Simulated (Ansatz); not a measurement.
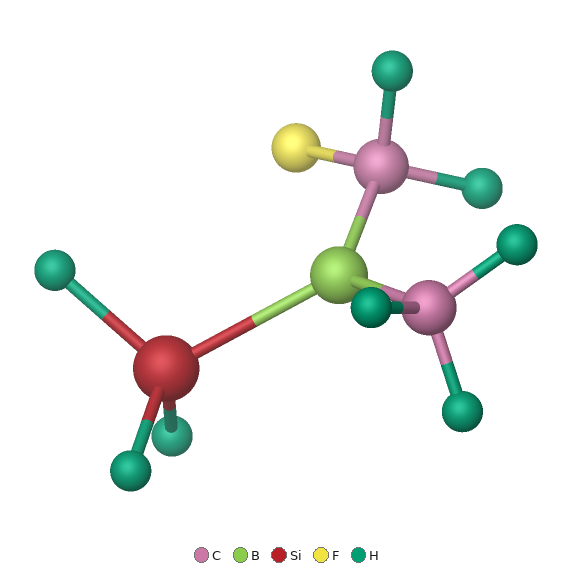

The geometry was computed by an optimisation with PBE-D4/def2-SVP. No frequency run is at hand to confirm it as a minimum.

Draw it as a skeletal formula.

SMILES: CB([SiH3])CF

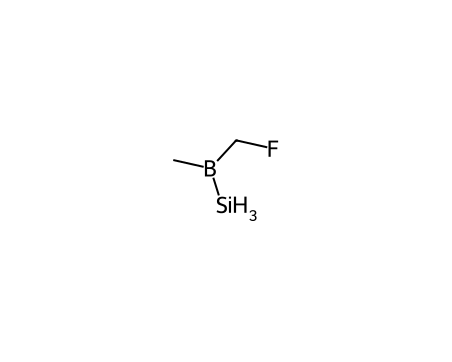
